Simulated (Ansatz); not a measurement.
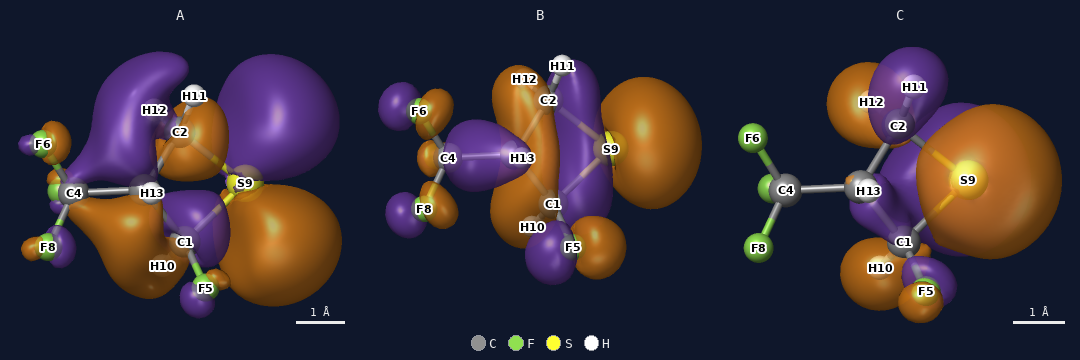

*C4H4F4S. Three frontier orbitals at ±0.06 Å⁻³ᐟ² (orange and purple are the two phases), in no order.*

Geometry: B3LYP-D3(BJ)/def2-SVP.

Level of theory: isolated molecule in a Gaussian basis; Kohn-Sham density functional theory, functional PBE0 (Ansatz 0.2.0).

```xyz
13

C    -0.0172    0.8650   -2.7647
C    -0.8709   -0.5208   -1.1296
C    -0.0692    0.7908   -1.2309
C     1.2693    0.8041   -0.5287
F    -0.3774    2.0796   -3.2673
F     1.1220    0.6619    0.7980
F     2.0563   -0.2016   -0.9579
F     1.9254    1.9518   -0.7547
S    -1.2836   -0.4680   -2.9337
H     0.9480    0.5831   -3.2135
H    -1.7441   -0.4892   -0.4650
H    -0.2497   -1.3929   -0.8848
H    -0.6518    1.6498   -0.8693
```

Which picture is the HOMO−1, the HOMO and the LUMO?

Answer. B is the HOMO−1 (−9.23 eV). It lies mainly on S9 (about 45 %), C1 (about 15 %), C3 (about 10 %), C2 (about 10 %) and F5 (about 10 %). C is the HOMO (−7.36 eV). It lies mainly on S9 (about 80 %) and C2 (about 5 %); largely a lone pair of S9. A is the LUMO (−0.80 eV). Its weight (Hirshfeld) is mainly on S9 (about 50 %), C2 (about 15 %) and C1 (about 15 %).

What is the HOMO–LUMO gap?

Answer. 6.56 eV between the orbital energies.
